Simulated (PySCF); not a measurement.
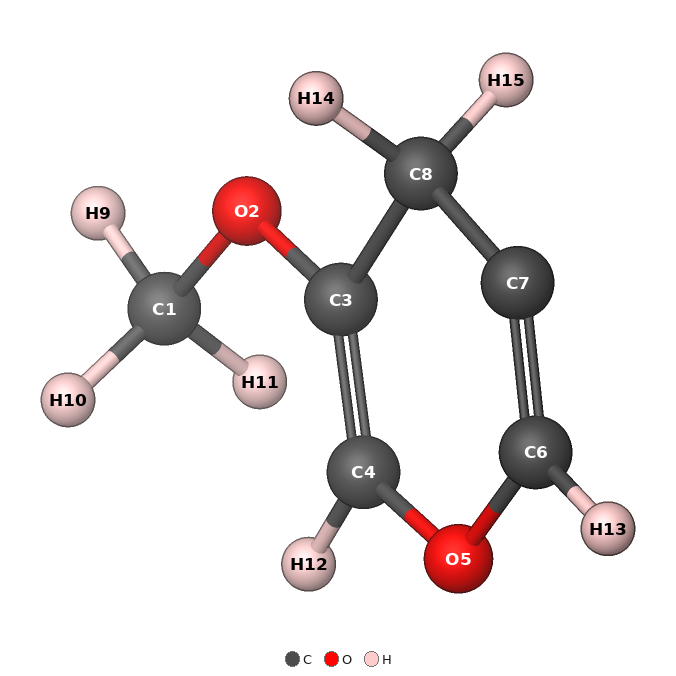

State: neutral, doublet. The geometry was computed by an optimisation with GFN2-xTB. No frequency run is at hand to confirm it as a minimum. Properties computed with UKS B3LYP, pcH-1 on C H O, non-relativistic (PySCF 2.14.0).

Give the isotropic hyperfine couplings (Fermi-contact term alone) of C1, O2, C3, C4, O5, C6, C7, C8, H9, H10, H11, H12, H13, H14, H15.

```tsv
atom	isotope	a_iso (MHz)
C1	13C	3.5
O2	17O	−18.5
C3	13C	64.5
C4	13C	−4.4
O5	17O	−12.0
C6	13C	50.5
C7	13C	392.5
C8	13C	15.0
H9	1H	0.3
H10	1H	−0.5
H11	1H	−0.5
H12	1H	9.1
H13	1H	44.7
H14	1H	19.4
H15	1H	19.5
```
